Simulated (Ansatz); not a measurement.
# C₆H₃F₃: single points with varied inputs

How do the results and run time of C₆H₃F₃ respond when the settings are drawn wide?

The runs use Ansatz 0.2.0, Gaussian basis; the settings change from run to run.

### 1 The molecule

The structure was relaxed beforehand with PBE0-D4 in a triple-zeta def2 set.

12 atoms, charge 0, spin multiplicity 1.

Atoms are counted from 1 here; the program's logs count them from 0.

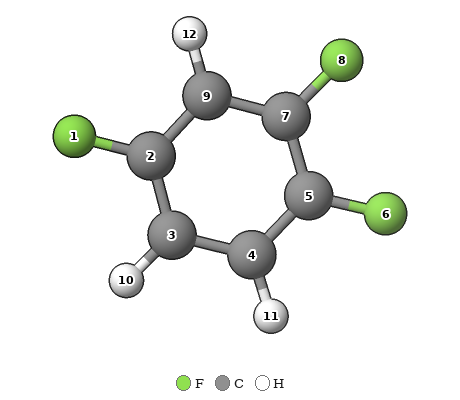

The structure; fluorine green, carbon grey, hydrogen white; atoms are numbered from 1 in the order of the file.

### 2 B2PLYP/def2-SVPD

Options: coordinates scaled by 0.92, relativity set to none.

File in.yaml:

```yaml
crystal:
  periodic: [false, false, false]
  atoms:
    - {symbol: F, position_ang: [2.294379, -0.635473, 0.763602]}
    - {symbol: C, position_ang: [1.170614, -0.319098, 0.377938]}
    - {symbol: C, position_ang: [1.043377, 0.287095, -0.730364]}
    - {symbol: C, position_ang: [-0.128033, 0.610526, -1.120484]}
    - {symbol: C, position_ang: [-1.136365, 0.325836, -0.405239]}
    - {symbol: F, position_ang: [-2.265834, 0.631423, -0.769700]}
    - {symbol: C, position_ang: [-0.983135, -0.283954, 0.705041]}
    - {symbol: F, position_ang: [-1.965880, -0.550570, 1.381896]}
    - {symbol: C, position_ang: [0.173708, -0.614140, 1.110431]}
    - {symbol: H, position_ang: [1.848592, 0.500348, -1.275222]}
    - {symbol: H, position_ang: [-0.270685, 1.086903, -1.983650]}
    - {symbol: H, position_ang: [0.290101, -1.089773, 1.977029]}
basis:
  gaussian: {orbitals: def2-SVPD}
hamiltonian: {xc: {name: B2PLYP}, pseudopotentials: {relativity: none}}
output: {forces: true}
```

Started as:

```
$ ansatz run in.yaml --threads 4 --pin off --events-out ev --progress --plain --max-ram 11315MiB
```

Output, cut to the lines that bear on the results:

```text
Functional definition: B2PLYP
  name "B2PLYP"
  cite "Grimme, J. Chem. Phys. 124, 034108 (2006) doi:10.1063/1.2148954"
  cite "Becke, Phys. Rev. A 38, 3098 (1988) doi:10.1103/PhysRevA.38.3098"
  cite "Lee, Yang & Parr, Phys. Rev. B 37, 785 (1988) doi:10.1103/PhysRevB.37.785"
[...]
2112 factors; integrals over basis functions are off by at most 8.7e-4 eV
[...]
mean field -14381.98073017 eV, -528.5280433769 hartree, gradient 5.0e-6 eV, S^2 0.000000; 0 other end points of the search recorded, 0 dependent functions left out
9 core orbitals not correlated: weight in the atoms' cores, before any rotation towards them, 1.000 or more for the frozen orbitals, at most 0.000 for the correlated occupied ones
reference -14381.98091676 eV, -528.5280502341 hartree; 24, 24 occupied and 180, 180 virtual orbitals, 2112 factors
second order -43.56675318 eV of doubles, -0.00000000 eV of singles
[...]
Total energy: -14393.74394012 eV, -528.9603333693 hartree
Atom 0 at     2.294379    -0.635473     0.763602 Å, force     7.448146    -2.080143     2.524777 eV/Å
Atom 1 at     1.170614    -0.319098     0.377938 Å, force     1.506396    -0.456150     0.576760 eV/Å
Atom 2 at     1.043377     0.287095    -0.730364 Å, force     3.027219     1.233185    -2.853859 eV/Å
Atom 3 at    -0.128033     0.610526    -1.120484 Å, force     0.172292     1.964622    -3.698548 eV/Å
Atom 4 at    -1.136365     0.325836    -0.405239 Å, force    -1.107279     0.531210    -0.789703 eV/Å
Atom 5 at    -2.265834     0.631423    -0.769700 Å, force    -7.605241     2.020082    -2.383932 eV/Å
Atom 6 at    -0.983135    -0.283954     0.705041 Å, force    -0.766981    -0.470797     1.018586 eV/Å
Atom 7 at    -1.965880    -0.550570     1.381896 Å, force    -6.669164    -1.749692     4.481978 eV/Å
Atom 8 at     0.173708    -0.614140     1.110431 Å, force     0.564095    -1.931753     3.502844 eV/Å
Atom 9 at     1.848592     0.500348    -1.275222 Å, force     3.567078     0.919137    -2.365994 eV/Å
Atom 10 at    -0.270685     1.086903    -1.983650 Å, force    -0.656038     2.092215    -3.785629 eV/Å
Atom 11 at     0.290101    -1.089773     1.977029 Å, force     0.519476    -2.071916     3.772719 eV/Å
Dipole moment:     0.152396     0.045745    -0.113170 e Å
```

Wall time 22 s (4 threads of Arm Neoverse V1, shared host); peak memory 0.89 GiB.

Largest force 8.224 eV/Å, dipole 0.94 D.

### 3 r2SCAN50/6-31G

Set apart from the defaults: finite nuclei, D3(BJ) dispersion, high accuracy.

File in.yaml:

```yaml
crystal:
  periodic: [false, false, false]
  atoms:
    - {symbol: F, position_ang: [2.493890, -0.690732, 0.830002]}
    - {symbol: C, position_ang: [1.272406, -0.346846, 0.410803]}
    - {symbol: C, position_ang: [1.134105, 0.312060, -0.793874]}
    - {symbol: C, position_ang: [-0.139166, 0.663615, -1.217917]}
    - {symbol: C, position_ang: [-1.235179, 0.354170, -0.440478]}
    - {symbol: F, position_ang: [-2.462863, 0.686329, -0.836630]}
    - {symbol: C, position_ang: [-1.068625, -0.308645, 0.766349]}
    - {symbol: F, position_ang: [-2.136826, -0.598445, 1.502061]}
    - {symbol: C, position_ang: [0.188813, -0.667544, 1.206991]}
    - {symbol: H, position_ang: [2.009339, 0.543856, -1.386111]}
    - {symbol: H, position_ang: [-0.294223, 1.181417, -2.156142]}
    - {symbol: H, position_ang: [0.315327, -1.184535, 2.148945]}
basis:
  gaussian: {orbitals: 6-31G, nuclear_model: gaussian}
hamiltonian: {xc: {name: r2SCAN50}, dispersion: d3bj}
accuracy: high
```

Same command.

Output, cut to the lines that bear on the results:

```text
Warning: the engine holds no damping parameters fitted to this dispersion correction and functional, so the run takes those fitted to r2scan50 beside the three-body term, which d3bj leaves out (hamiltonian.dispersion, under Limitations)
Functional definition: r2SCAN50
  name "r2SCAN50"
  cite "Bursch, Neugebauer, Ehlert & Grimme, J. Chem. Phys. 156, 134105 (2022) doi:10.1063/5.0086040"
  cite "Furness, Kaplan, Ning, Perdew & Sun, J. Phys. Chem. Lett. 11, 8208 (2020) doi:10.1021/acs.jpclett.0c02405"
  cite "Furness, Kaplan, Ning, Perdew & Sun, J. Phys. Chem. Lett. 11, 9248 (2020) doi:10.1021/acs.jpclett.0c03077"
  parent r2scan
[...]
2191 factors; integrals over basis functions are off by at most 4.2e-9 eV
[...]
mean field -14406.51512346 eV, -529.4296657005 hartree, gradient 3.5e-8 eV, S^2 0.000000; 0 other end points of the search recorded, 0 dependent functions left out
reference -14406.51512372 eV, -529.4296657099 hartree; 33, 33 occupied and 54, 54 virtual orbitals, 2191 factors
Total energy: -14406.62522212 eV, -529.4337117517 hartree
```

It took 9.5 s on 4 threads of Arm Neoverse V1, shared host; peak memory 0.45 GiB.

### 4 RPBE/x2c-TZVPPall

Options: a grid of angular degree 23, high accuracy.

in.yaml, as its differences from that of step 3:

```diff
@@ -16,4 +16,5 @@
 basis:
-  gaussian: {orbitals: 6-31G, nuclear_model: gaussian}
-hamiltonian: {xc: {name: r2SCAN50}, dispersion: d3bj}
+  gaussian: {orbitals: x2c-TZVPPall, final_grid: {core_spheres: 8, valence_spheres: 7, degree: 23}}
+hamiltonian: {xc: {name: RPBE}}
 accuracy: high
+output: {forces: true}
```

The command is unchanged.

Output, cut to the lines that bear on the results:

```text
Functional definition: RPBE
  name "RPBE"
  cite "Hammer, Hansen & Nørskov, Phys. Rev. B 59, 7413 (1999) doi:10.1103/PhysRevB.59.7413"
  cite "Perdew, Burke & Ernzerhof, Phys. Rev. Lett. 77, 3865 (1996) doi:10.1103/PhysRevLett.77.3865"
[...]
5675 factors; integrals over basis functions are off by at most 4.0e-8 eV
[...]
mean field -14435.90977355 eV, -530.5098991670 hartree, gradient 4.5e-8 eV, S^2 0.000000; 0 other end points of the search recorded, 0 dependent functions left out
[...]
reference -14435.90977839 eV, -530.5098993446 hartree; 33, 33 occupied and 288, 288 virtual orbitals, 5675 factors
Total energy: -14435.90977839 eV, -530.5098993446 hartree
Relativity: scalar
Atom 0 at     2.493890    -0.690732     0.830002 Å, force     1.033314    -0.287897     0.348940 eV/Å
Atom 1 at     1.272406    -0.346846     0.410803 Å, force    -0.169602     0.043430    -0.050044 eV/Å
Atom 2 at     1.134105     0.312060    -0.793874 Å, force     0.360452     0.155147    -0.355328 eV/Å
Atom 3 at    -0.139166     0.663615    -1.217917 Å, force     0.033597     0.236082    -0.446770 eV/Å
Atom 4 at    -1.235179     0.354170    -0.440478 Å, force     0.212799    -0.009774    -0.020573 eV/Å
Atom 5 at    -2.462863     0.686329    -0.836630 Å, force    -1.040840     0.286293    -0.344599 eV/Å
Atom 6 at    -1.068625    -0.308645     0.766349 Å, force     0.209874     0.007142    -0.051596 eV/Å
Atom 7 at    -2.136826    -0.598445     1.502061 Å, force    -0.919995    -0.254585     0.642945 eV/Å
Atom 8 at     0.188813    -0.667544     1.206991 Å, force     0.072655    -0.242713     0.439783 eV/Å
Atom 9 at     2.009339     0.543856    -1.386111 Å, force     0.210786     0.061468    -0.153172 eV/Å
Atom 10 at    -0.294223     1.181417    -2.156142 Å, force    -0.030312     0.128660    -0.234656 eV/Å
Atom 11 at     0.315327    -1.184535     2.148945 Å, force     0.027272    -0.123253     0.225071 eV/Å
Dipole moment:     0.186126     0.056160    -0.138759 e Å
```

It took 31 s on 4 threads of Arm Neoverse V1, shared host; peak memory 3 GiB.

Largest force 1.151 eV/Å, dipole 1.15 D.

### 5 wB97M-V/def2-TZVP

Set apart from the defaults: charge +1, multiplicity 2, restricted open-shell orbitals, the search for lower states set to full.

in.yaml, as its differences from that of step 4:

```diff
@@ -16,5 +16,6 @@
 basis:
-  gaussian: {orbitals: x2c-TZVPPall, final_grid: {core_spheres: 8, valence_spheres: 7, degree: 23}}
-hamiltonian: {xc: {name: RPBE}}
-accuracy: high
-output: {forces: true}
+  gaussian: {orbitals: def2-TZVP}
+total_charge: 1
+magnetization: {spin_polarized: false, initial_magnetization: 1}
+hamiltonian: {xc: {name: wB97M-V}}
+scf: {lower_state_search: full}
```

Same command.

Output, cut to the lines that bear on the results:

```text
Functional definition: wB97M-V
  name "wB97M-V"
  cite "Mardirossian & Head-Gordon, J. Chem. Phys. 144, 214110 (2016) doi:10.1063/1.4952647"
  cite "Becke, J. Chem. Phys. 107, 8554 (1997) doi:10.1063/1.475007"
  cite "Vydrov & Van Voorhis, J. Chem. Phys. 133, 244103 (2010) doi:10.1063/1.3521275"
  # Of w^i u^j: cxij and so on, Table III.
[...]
  gx(w, u) = 1 - cx + cx01*u + cx10*w
  gss(w, u) = css00 + css04*u^4 + css10*w + css20*w^2 + css43*w^4*u^3
  gos(w, u) = cos00 + cos10*w + (cos20 + cos21*u)*w^2 + (cos60 + cos61*u)*w^6
[...]
      + integral(e_c_pw_mod_opposite_spin*gos(b97_w_opposite, b97_u_opposite)) + vv10(b, c)
1680 factors; their error is unknown
377 factors; integrals over basis functions are off by at most 6.9e-6 eV
[...]
mean field -14413.22715247 eV, -529.6763282169 hartree, gradient 2.8e-5 eV, S^2 0.750000; 8 other end points of the search recorded, 0 dependent functions left out
reference -14413.22719377 eV, -529.6763297348 hartree; 33, 32 occupied and 264, 265 virtual orbitals, 1680 factors
Total energy: -14413.22719377 eV, -529.6763297348 hartree
```

Wall time 4.2 min (4 threads of Arm Neoverse V1, shared host); peak memory 2.2 GiB.

### 6 wB97/cc-pVTZ

This run has charge +1, multiplicity 2, restricted open-shell orbitals.

in.yaml, as its differences from that of step 5:

```diff
@@ -16,6 +16,6 @@
 basis:
-  gaussian: {orbitals: def2-TZVP}
+  gaussian: {orbitals: cc-pVTZ}
 total_charge: 1
 magnetization: {spin_polarized: false, initial_magnetization: 1}
-hamiltonian: {xc: {name: wB97M-V}}
-scf: {lower_state_search: full}
+hamiltonian: {xc: {name: wB97}}
+output: {forces: true}
```

Same command.

Output, cut to the lines that bear on the results:

```text
Functional definition: wB97
  name "wB97"
  cite "Chai & Head-Gordon, J. Chem. Phys. 128, 084106 (2008) doi:10.1063/1.2834918"
  cite "Becke, J. Chem. Phys. 107, 8554 (1997) doi:10.1063/1.475007"
[...]
  # The coefficients of nought are those of the uniform gas.
[...]
      + integral(e_c_pw_opposite_spin*poly(b97_u_opposite, 1, cos1, cos2, cos3, cos4))
1602 factors; their error is unknown
462 factors; integrals over basis functions are off by at most 1.8e-5 eV
[...]
mean field -14414.01397253 eV, -529.7052433207 hartree, gradient 1.9e-5 eV, S^2 0.750000; 2 other end points of the search recorded, 0 dependent functions left out
[...]
reference -14414.01396431 eV, -529.7052430189 hartree; 33, 32 occupied and 279, 280 virtual orbitals, 1602 factors
Total energy: -14414.01396431 eV, -529.7052430189 hartree
[...]
Atom 2 at     1.134105     0.312060    -0.793874 Å, force    -1.096649     1.316628    -2.257645 eV/Å
Atom 3 at    -0.139166     0.663615    -1.217917 Å, force     1.845102     0.245256    -0.794172 eV/Å
Atom 4 at    -1.235179     0.354170    -0.440478 Å, force    -2.321354     1.186657    -1.791749 eV/Å
Atom 5 at    -2.462863     0.686329    -0.836630 Å, force     1.648026    -0.477489     0.590786 eV/Å
Atom 6 at    -1.068625    -0.308645     0.766349 Å, force     0.054462    -1.709150     3.180350 eV/Å
Atom 7 at    -2.136826    -0.598445     1.502061 Å, force     0.818160     0.340464    -0.784695 eV/Å
Atom 8 at     0.188813    -0.667544     1.206991 Å, force    -1.031247    -0.172485     0.509970 eV/Å
Atom 9 at     2.009339     0.543856    -1.386111 Å, force     0.047858     0.025283    -0.055930 eV/Å
Atom 10 at    -0.294223     1.181417    -2.156142 Å, force     0.001645     0.017166    -0.032378 eV/Å
Atom 11 at     0.315327    -1.184535     2.148945 Å, force    -0.008263    -0.025843     0.049716 eV/Å
Dipole moment:     0.399031     0.145133    -0.343659 e Å
```

Wall time 57 s (4 threads of Arm Neoverse V1, shared host); peak memory 1.7 GiB.

Largest force 3.611 eV/Å.

### 7 PBE/def2-mTZVP

in.yaml, as its differences from that of step 6:

```diff
@@ -16,6 +16,3 @@
 basis:
-  gaussian: {orbitals: cc-pVTZ}
-total_charge: 1
-magnetization: {spin_polarized: false, initial_magnetization: 1}
-hamiltonian: {xc: {name: wB97}}
-output: {forces: true}
+  gaussian: {orbitals: def2-mTZVP}
+hamiltonian: {xc: {name: PBE}}
```

Launched as before.

Output:

```text
Functional definition: PBE
  name "PBE"
  cite "Perdew, Burke & Ernzerhof, Phys. Rev. Lett. 77, 3865 (1996) doi:10.1103/PhysRevLett.77.3865"
  parent pbe
  parameter kappa = 0.804
  parameter beta = 0.06672455060314922
  exchange = pbe_x(kappa = kappa, mu = beta*pi^2/3)
  correlation = pbe_c(beta = beta)
1665 factors; their error is unknown
mean field evaluation 1: about -14397.8648 eV, gradient 7.5e1 eV
mean field evaluation 2: about -14380.6592 eV, gradient 1.1e2 eV
mean field evaluation 4: about -14410.4027 eV, gradient 1.1e1 eV
mean field evaluation 8: about -14410.6720 eV, gradient 1.2e-1 eV
mean field evaluation 16: about -14410.6106 eV, gradient 2.2e-3 eV
mean field -14410.61064829 eV, -529.5801734618 hartree, gradient 3.4e-5 eV, S^2 0.000000; 0 other end points of the search recorded, 0 dependent functions left out
reference -14410.61068278 eV, -529.5801747293 hartree; 33, 33 occupied and 147, 147 virtual orbitals, 1665 factors
Total energy: -14410.61068278 eV, -529.5801747293 hartree
```

Wall time 2.1 s (4 threads of Arm Neoverse V1, shared host); peak memory 0.25 GiB.

### 8 CAM-B3LYP/def2-mTZVP

This run has D3(BJ) dispersion.

in.yaml, as its differences from that of step 7:

```diff
@@ -17,2 +17,2 @@
   gaussian: {orbitals: def2-mTZVP}
-hamiltonian: {xc: {name: PBE}}
+hamiltonian: {xc: {name: CAM-B3LYP}, dispersion: d3bj}
```

Launched as before.

Output, cut to the lines that bear on the results:

```text
Functional definition: CAM-B3LYP
  name "CAM-B3LYP"
  cite "Yanai, Tew & Handy, Chem. Phys. Lett. 393, 51 (2004) doi:10.1016/j.cplett.2004.06.011"
  cite "Iikura, Tsuneda, Yanai & Hirao, J. Chem. Phys. 115, 3540 (2001) doi:10.1063/1.1383587"
  cite "Becke, Phys. Rev. A 38, 3098 (1988) doi:10.1103/PhysRevA.38.3098"
  cite "Lee, Yang & Parr, Phys. Rev. B 37, 785 (1988) doi:10.1103/PhysRevB.37.785"
  cite "Vosko, Wilk & Nusair, Can. J. Phys. 58, 1200 (1980) doi:10.1139/p80-159"
[...]
  # Exact exchange under (alpha + beta erf(omega r))/r, Becke's under what is left of 1/r.
[...]
1665 factors; their error is unknown
367 factors; integrals over basis functions are off by at most 7.6e-6 eV
[...]
mean field -14420.78613764 eV, -529.9541157985 hartree, gradient 5.6e-5 eV, S^2 0.000000; 0 other end points of the search recorded, 0 dependent functions left out
reference -14420.78625509 eV, -529.9541201147 hartree; 33, 33 occupied and 147, 147 virtual orbitals, 1665 factors
Total energy: -14421.02719165 eV, -529.9629743698 hartree
```

It took 3.2 s on 4 threads of Arm Neoverse V1, shared host; peak memory 0.52 GiB.

### 9 r2SCAN50/6-31G*

Set apart from the defaults: unrestricted orbitals, D4 dispersion.

in.yaml, as its differences from that of step 8:

```diff
@@ -16,3 +16,4 @@
 basis:
-  gaussian: {orbitals: def2-mTZVP}
-hamiltonian: {xc: {name: CAM-B3LYP}, dispersion: d3bj}
+  gaussian: {orbitals: "6-31G*"}
+magnetization: {spin_polarized: true, initial_magnetization: 0}
+hamiltonian: {xc: {name: r2SCAN50}, dispersion: d4}
```

Same command.

Output, cut to the lines that bear on the results:

```text
Functional definition: r2SCAN50
  name "r2SCAN50"
  cite "Bursch, Neugebauer, Ehlert & Grimme, J. Chem. Phys. 156, 134105 (2022) doi:10.1063/5.0086040"
  cite "Furness, Kaplan, Ning, Perdew & Sun, J. Phys. Chem. Lett. 11, 8208 (2020) doi:10.1021/acs.jpclett.0c02405"
  cite "Furness, Kaplan, Ning, Perdew & Sun, J. Phys. Chem. Lett. 11, 9248 (2020) doi:10.1021/acs.jpclett.0c03077"
  parent r2scan
[...]
1341 factors; integrals over basis functions are off by at most 8.6e-4 eV
[...]
mean field -14410.22847213 eV, -529.5661287469 hartree, gradient 2.8e-5 eV, S^2 0.000000; 1 other end points of the search recorded, 0 dependent functions left out
reference -14410.22847559 eV, -529.5661288742 hartree; 33, 33 occupied and 108, 108 virtual orbitals, 1341 factors
Total energy: -14410.33381624 eV, -529.5700000716 hartree
```

Wall time 9 s (4 threads of Arm Neoverse V1, shared host); peak memory 0.56 GiB.

⟨S²⟩ 0.000.

### 10 B3LYP5/def2-SVP

Set apart from the defaults: the search for lower states set to off.

in.yaml, as its differences from that of step 9:

```diff
@@ -16,4 +16,5 @@
 basis:
-  gaussian: {orbitals: "6-31G*"}
-magnetization: {spin_polarized: true, initial_magnetization: 0}
-hamiltonian: {xc: {name: r2SCAN50}, dispersion: d4}
+  gaussian: {orbitals: def2-SVP}
+hamiltonian: {xc: {name: B3LYP5}}
+scf: {lower_state_search: off}
+output: {forces: true}
```

Launched as before.

Output, cut to the lines that bear on the results:

```text
Functional definition: B3LYP5
  name "B3LYP5"
  cite "Stephens, Devlin, Chabalowski & Frisch, J. Phys. Chem. 98, 11623 (1994) doi:10.1021/j100096a001"
  cite "Becke, Phys. Rev. A 38, 3098 (1988) doi:10.1103/PhysRevA.38.3098"
  cite "Lee, Yang & Parr, Phys. Rev. B 37, 785 (1988) doi:10.1103/PhysRevB.37.785"
  cite "Vosko, Wilk & Nusair, Can. J. Phys. 58, 1200 (1980) doi:10.1139/p80-159"
[...]
1415 factors; integrals over basis functions are off by at most 1.3e-3 eV
[...]
mean field -14403.11636395 eV, -529.3047635923 hartree, gradient 8.2e-6 eV, S^2 0.000000; 0 other end points of the search recorded, 0 dependent functions left out
[...]
reference -14403.11655754 eV, -529.3047707064 hartree; 33, 33 occupied and 108, 108 virtual orbitals, 1415 factors
Total energy: -14403.11655754 eV, -529.3047707064 hartree
[...]
Atom 4 at    -1.235179     0.354170    -0.440478 Å, force    -0.405712     0.140457    -0.188215 eV/Å
Atom 5 at    -2.462863     0.686329    -0.836630 Å, force    -0.258279     0.063210    -0.070885 eV/Å
Atom 6 at    -1.068625    -0.308645     0.766349 Å, force    -0.297660    -0.136834     0.309689 eV/Å
Atom 7 at    -2.136826    -0.598445     1.502061 Å, force    -0.245019    -0.050965     0.139796 eV/Å
Atom 8 at     0.188813    -0.667544     1.206991 Å, force    -0.007057    -0.097227     0.182757 eV/Å
Atom 9 at     2.009339     0.543856    -1.386111 Å, force     0.285805     0.061673    -0.167234 eV/Å
Atom 10 at    -0.294223     1.181417    -2.156142 Å, force    -0.068292     0.161786    -0.289566 eV/Å
Atom 11 at     0.315327    -1.184535     2.148945 Å, force     0.041294    -0.153697     0.279340 eV/Å
Dipole moment:     0.207920     0.061885    -0.153421 e Å
Checks for a lower state left out: stability, starts, cluster_reference, orbital_swaps, neighbouring_geometries, increment
```

Wall time 1.9 s (4 threads of Arm Neoverse V1, shared host); peak memory 0.31 GiB.

Largest force 0.590 eV/Å, dipole 1.28 D.

### 11 All runs side by side

| level | charge | multiplicity | geometry | functions | energy (eV) | time |
| --- | --- | --- | --- | --- | --- | --- |
| B2PLYP/def2-SVPD | 0 | 1 | scaled | 213 | -14393.744 | 22 s |
| r2SCAN50/6-31G | 0 | 1 | relaxed | 87 | -14406.625 | 9.5 s |
| RPBE/x2c-TZVPPall | 0 | 1 | relaxed | 321 | -14435.910 | 31 s |
| wB97M-V/def2-TZVP | 1 | 2 | relaxed | 297 | -14413.227 | 4.2 min |
| wB97/cc-pVTZ | 1 | 2 | relaxed | 312 | -14414.014 | 57 s |
| PBE/def2-mTZVP | 0 | 1 | relaxed | 180 | -14410.611 | 2.1 s |
| CAM-B3LYP/def2-mTZVP | 0 | 1 | relaxed | 180 | -14421.027 | 3.2 s |
| r2SCAN50/6-31G* | 0 | 1 | relaxed | 141 | -14410.334 | 9 s |
| B3LYP5/def2-SVP | 0 | 1 | relaxed | 141 | -14403.117 | 1.9 s |

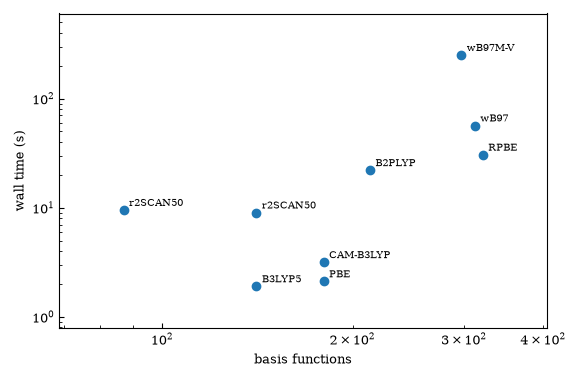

Wall time against the number of basis functions (shared host).

### 12 What came out

```
                                         quantity                       value
                                             runs                           9
                                         quickest      B3LYP5/def2-SVP, 1.9 s
                                          slowest  wB97M-V/def2-TZVP, 4.2 min
spread of total energies, same state and geometry                     32.8 eV
                  dipole, same state and geometry              1.15 to 1.28 D
```

What this shows: wB97M-V/def2-TZVP took 132 times as long as B3LYP5/def2-SVP. The jobs differ in tasks and options as well as level. The totals spread over 33 eV; they can't be compared across methods or bases. At the PBE0-D4/def2-TZVP geometry and in the same state, the sound runs without point charges leave forces up to 1.15 eV/Å (RPBE/x2c-TZVPPall), against 8.2 eV/Å where the atoms were moved.
